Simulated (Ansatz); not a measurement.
**FH7SiSn (built from SMILES F.[SiH3][SnH3]): a reaction path by the nudged elastic band**

Aim: the minimum-energy path between two given structures and its highest point. Both ends were relaxed at PBE0-D4 in triple zeta.

Method: PBE0-D4/def2-SVP; program: Ansatz 0.2.0, Gaussian basis.

23 further runs of the same task are left out: 1 that didn't finish, 22 set aside as unsound or not needed.

**1. The system as given**

The first end: 10 atoms, charge 0, spin multiplicity 1.

Atoms are counted from 1 here; the program's logs count them from 0.

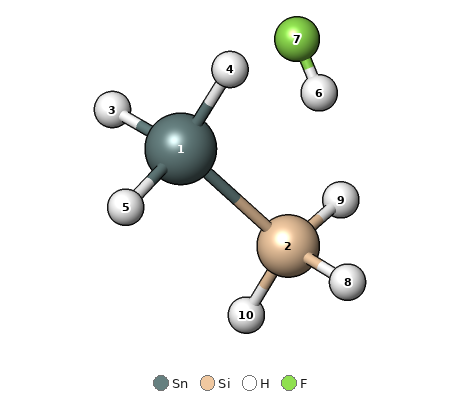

The starting geometry (tin teal, silicon light orange, hydrogen white, fluorine green); atoms are numbered from 1 in the order of the file.

Coordinates:

```
Sn   -1.0889    0.7962   -0.5626
Si   -0.0197   -0.9792    0.9513
H    -0.8430    0.4149   -2.2028
H    -0.4633    2.3398   -0.2127
H    -2.7694    0.8040   -0.2493
H     2.1798    0.0247   -0.4324
F     2.3236    0.6598   -1.0919
H    -0.2444   -0.6761    2.3882
H     1.4660   -1.0466    0.7633
H    -0.5407   -2.3373    0.6489
```

The second end:

```
Sn   -0.6677    1.3792   -1.4025
Si    0.5616   -1.3494    1.4539
H    -1.4418    2.2733   -2.6254
H    -0.2787    2.2925   -0.0223
H    -1.4341   -0.0990   -1.0515
H     1.2996   -0.6818    0.3511
F     1.0298    0.8865   -2.1680
H    -0.4507   -0.4086    2.0018
H     1.5082   -1.7353    2.5301
H    -0.1264   -2.5572    0.9328
```

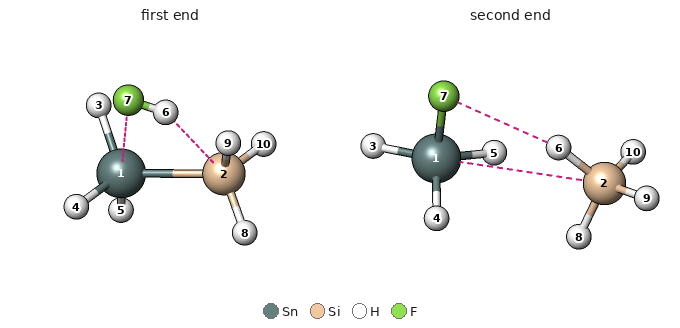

The two ends; dashed lines mark the contacts followed along the path.

**2. The band at PBE0-D4/def2-SVP**

File neb/in.yaml:

```yaml
crystal:
  periodic: [false, false, false]
  atoms:
    - {symbol: Sn, position_ang: [-1.088897, 0.796214, -0.562612]}
    - {symbol: Si, position_ang: [-0.019749, -0.979234, 0.951344]}
    - {symbol: H, position_ang: [-0.843028, 0.414925, -2.202806]}
    - {symbol: H, position_ang: [-0.463302, 2.339760, -0.212678]}
    - {symbol: H, position_ang: [-2.769375, 0.803966, -0.249307]}
    - {symbol: H, position_ang: [2.179774, 0.024680, -0.432447]}
    - {symbol: F, position_ang: [2.323643, 0.659782, -1.091949]}
    - {symbol: H, position_ang: [-0.244432, -0.676139, 2.388199]}
    - {symbol: H, position_ang: [1.465968, -1.046566, 0.763303]}
    - {symbol: H, position_ang: [-0.540701, -2.337288, 0.648854]}
basis:
  gaussian: {orbitals: def2-SVP}
hamiltonian: {xc: pbe0, dispersion: d4}
neb:
  images: 5
  climbing: true
  max_iterations: 40
  initial_path: idpp
  final_atoms:
    - {symbol: Sn, position_ang: [-0.667719, 1.379202, -1.402523]}
    - {symbol: Si, position_ang: [0.561601, -1.349435, 1.453879]}
    - {symbol: H, position_ang: [-1.441768, 2.273286, -2.625369]}
    - {symbol: H, position_ang: [-0.278695, 2.292461, -0.022336]}
    - {symbol: H, position_ang: [-1.434059, -0.099027, -1.051463]}
    - {symbol: H, position_ang: [1.299604, -0.681802, 0.351147]}
    - {symbol: F, position_ang: [1.029841, 0.886520, -2.168049]}
    - {symbol: H, position_ang: [-0.450690, -0.408620, 2.001770]}
    - {symbol: H, position_ang: [1.508159, -1.735298, 2.530056]}
    - {symbol: H, position_ang: [-0.126376, -2.557187, 0.932786]}
```

Command:

```console
$ ansatz run in.yaml --threads 4 --pin off --events-out ev --progress --plain --max-ram 9574MiB
```

The program printed:

```text
Functional definition: PBE0
  name "PBE0"
  cite "Adamo & Barone, J. Chem. Phys. 110, 6158 (1999) doi:10.1063/1.478522"
  cite "Perdew, Burke & Ernzerhof, Phys. Rev. Lett. 77, 3865 (1996) doi:10.1103/PhysRevLett.77.3865"
  parent pbe
  parameter a = 0.25
  parameter kappa = 0.804
  parameter beta = 0.06672455060314922
  exchange = (1 - a)*pbe_x(kappa = kappa, mu = beta*pi^2/3) + a*exact_x
  correlation = pbe_c(beta = beta)
1068 factors; integrals over basis functions are off by at most 3.7e-4 eV
mean field evaluation 1: about -16527.0416 eV, gradient 2.9e1 eV
mean field evaluation 2: about -16526.5713 eV, gradient 3.6e1 eV
mean field evaluation 4: about -16528.4303 eV, gradient 5.4e-1 eV
mean field evaluation 8: about -16528.4423 eV, gradient 1.3e-3 eV
mean field -16528.44230321 eV, -607.4090512626 hartree, gradient 1.6e-5 eV, S^2 0.000000; 0 other end points of the search recorded, 0 dependent functions left out
the calculation of the forces begins
reference -16528.44233412 eV, -607.4090523983 hartree; 26, 26 occupied and 67, 67 virtual orbitals, 1068 factors
[... from here to the last solve, the lines of the solves are left out (112 solves) ...]
WARN: NEB end point (image 0): max|allowed force component| = 1.467e-1 eV/Å (the criterion of neb.relax_end_points is 1.000e-2). That is over neb.f_tol: it is no minimum, so the barrier can be far off. Relax it first
WARN: NEB end point (image 6): max|allowed force component| = 4.077e-1 eV/Å (the criterion of neb.relax_end_points is 1.000e-2). That is over neb.f_tol: it is no minimum, so the barrier can be far off. Relax it first
NEB iter   1: max|band force component| = 4.227e0 eV/Å  barrier→ = 4.7388 eV  barrier← = 4.7874 eV  Δτ_max = 0.2000 Å  (175 SCF iters)
NEB iter   2: max|band force component| = 3.714e0 eV/Å  barrier→ = 3.2889 eV  barrier← = 3.3375 eV  Δτ_max = 0.2000 Å  (143 SCF iters)
NEB iter   3: max|band force component| = 2.579e1 eV/Å  barrier→ = 2.9045 eV  barrier← = 2.9531 eV  Δτ_max = 0.1019 Å  (138 SCF iters)
NEB iter   4: max|band force component| = 5.206e0 eV/Å  barrier→ = 1.6874 eV  barrier← = 1.7360 eV  Δτ_max = 0.2000 Å  (138 SCF iters)
NEB iter   5: max|band force component| = 2.474e0 eV/Å  barrier→ = 1.4520 eV  barrier← = 1.5005 eV  Δτ_max = 0.2000 Å  (137 SCF iters)
NEB iter   6: max|band force component| = 9.545e-1 eV/Å  barrier→ = 1.0971 eV  barrier← = 1.1456 eV  Δτ_max = 0.1019 Å  (136 SCF iters)
NEB iter   7: max|band force component| = 6.408e-1 eV/Å  barrier→ = 0.9634 eV  barrier← = 1.0120 eV  Δτ_max = 0.0816 Å  (137 SCF iters)
NEB iter   8: max|band force component| = 5.620e-1 eV/Å  barrier→ = 0.9471 eV  barrier← = 0.9956 eV  CI = image 2  Δτ_max = 0.1975 Å  (130 SCF iters)
NEB iter   9: max|band force component| = 8.658e-1 eV/Å  barrier→ = 1.3451 eV  barrier← = 1.3936 eV  CI = image 2  Δτ_max = 0.1017 Å  (135 SCF iters)
NEB iter  10: max|band force component| = 6.652e-1 eV/Å  barrier→ = 1.4509 eV  barrier← = 1.4994 eV  CI = image 2  Δτ_max = 0.1966 Å  (130 SCF iters)
NEB iter  11: max|band force component| = 4.532e-1 eV/Å  barrier→ = 1.5681 eV  barrier← = 1.6167 eV  CI = image 2  Δτ_max = 0.2000 Å  (138 SCF iters)
NEB iter  12: max|band force component| = 4.779e-1 eV/Å  barrier→ = 1.5498 eV  barrier← = 1.5984 eV  CI = image 2  Δτ_max = 0.0732 Å  (130 SCF iters)
NEB iter  13: max|band force component| = 1.236e-1 eV/Å  barrier→ = 1.5184 eV  barrier← = 1.5670 eV  CI = image 2  Δτ_max = 0.1003 Å  (137 SCF iters)
NEB iter  14: max|band force component| = 1.032e-1 eV/Å  barrier→ = 1.5185 eV  barrier← = 1.5671 eV  CI = image 2  Δτ_max = 0.0334 Å  (131 SCF iters)
1065 factors; integrals over basis functions are off by at most 7.3e-4 eV
mean field -16528.51470897 eV, -607.4117121252 hartree, gradient 1.3e-6 eV, S^2 0.000000; 0 other end points of the search recorded, 0 dependent functions left out
the calculation of the forces begins
reference -16528.51474315 eV, -607.4117133811 hartree; 26, 26 occupied and 67, 67 virtual orbitals, 1065 factors
NEB iter  15: max|band force component| = 4.986e-2 eV/Å  barrier→ = 1.5149 eV  barrier← = 1.5635 eV  CI = image 2  CI's point: of a kind that is not told: the force calls were inconclusive, a negative curvature could not be distinguished from the path's own, the only one lies far off the path, or fixed occupations may fill a level only in part  Δτ_max = 0.0000 Å  (883 SCF iters)
Total energy: -16527.07822084 eV, -607.3589221601 hartree
Atom 0 at    -0.633571     0.972861    -0.929045 Å, force    -0.031860     0.001258     0.015104 eV/Å
Atom 1 at     0.381522    -0.995291     1.087551 Å, force     0.004117     0.023324    -0.018295 eV/Å
Atom 2 at    -0.845300     1.113816    -2.616931 Å, force     0.008978     0.006570    -0.004669 eV/Å
Atom 3 at    -0.330082     2.436473    -0.115466 Å, force     0.001195    -0.000621     0.008349 eV/Å
Atom 4 at    -1.980675     0.112618    -0.286912 Å, force     0.007423     0.004549    -0.010973 eV/Å
Atom 5 at     1.143393    -0.193524    -0.380237 Å, force    -0.022290    -0.028387     0.050290 eV/Å
Atom 6 at     1.432099     0.394646    -1.349386 Å, force     0.017546    -0.006442    -0.031925 eV/Å
Atom 7 at    -0.282436    -0.156854     2.139442 Å, force     0.007363    -0.007895    -0.008166 eV/Å
Atom 8 at     1.645950    -1.545602     1.679947 Å, force    -0.002288     0.009668    -0.003546 eV/Å
Atom 9 at    -0.531000    -2.139043     0.770939 Å, force     0.009816    -0.002023     0.003830 eV/Å
Dipole moment:    -0.332932     0.225972    -0.086169 e Å
```

Wall time 2.4 min (4 threads of Arm Neoverse V1, shared host).

The last band:

```
image  path (Å)  energy (kJ/mol)  Sn1–F7 (Å)  Si2–H6 (Å)  Sn1–Si2 (Å)  H6–F7 (Å)
    0      0.00              0.0        3.46        2.79         2.57       0.93
    1      1.26             30.2        2.81        2.39         2.62       0.93
    2      2.52            146.2        2.19        1.84         3.00       1.17
    3      3.27             39.1        1.98        1.51         3.37       1.80
    4      4.02              0.2        1.95        1.49         3.78       2.17
    5      4.77             -6.1        1.95        1.49         4.11       2.59
    6      5.53             -4.7        1.93        1.49         4.14       2.98
```

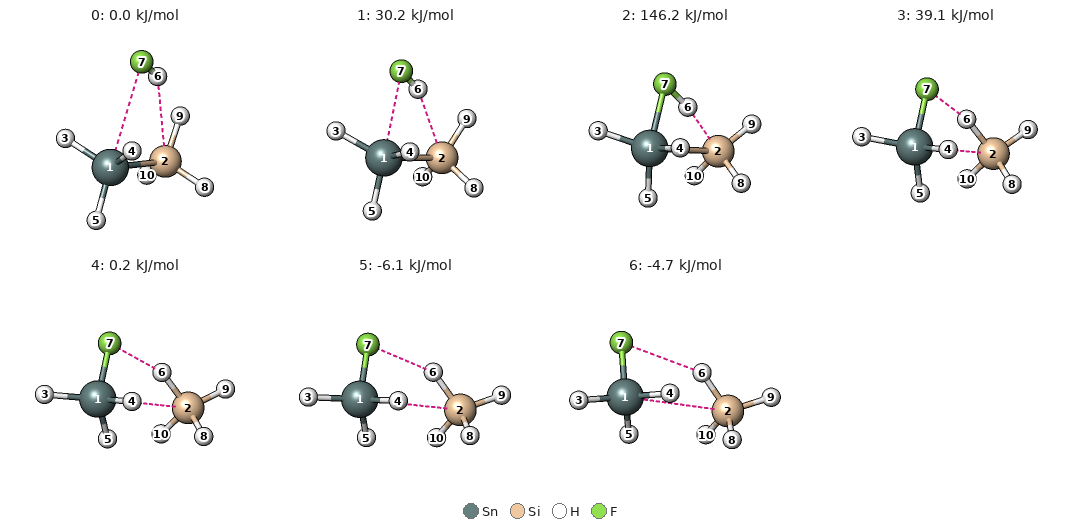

The images of the last band.

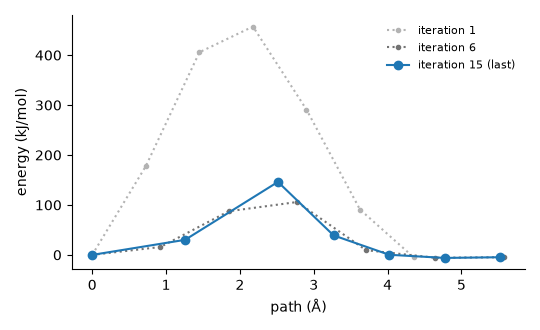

Energy along the path.

The highest image, 2:

```
Sn   -0.6336    0.9729   -0.9290
Si    0.3815   -0.9953    1.0876
H    -0.8453    1.1138   -2.6169
H    -0.3301    2.4365   -0.1155
H    -1.9807    0.1126   -0.2869
H     1.1434   -0.1935   -0.3802
F     1.4321    0.3946   -1.3494
H    -0.2824   -0.1569    2.1394
H     1.6460   -1.5456    1.6799
H    -0.5310   -2.1390    0.7709
```

**3. Summary of results**

| quantity | value |
| --- | --- |
| PBE0-D4/def2-SVP, 15 iterations | highest 146.2 kJ/mol (image 2), last end -4.7 kJ/mol |
| from earlier runs: barrier over the separately found saddle, CCSD(T)/def2-TZVPP | 170.2 kJ/mol |

The highest image lies 146.2 kJ/mol above the first end, and it climbed, so it estimates the saddle. The ends are not quite minima at this level (largest force component 0.41 eV/Å), so the heights are unreliable: relaxing the first end would lower it and raise the barrier above it. The highest image is 24.1 kJ/mol below the CCSD(T) barrier in triple zeta, which comes from separate runs on the saddle.
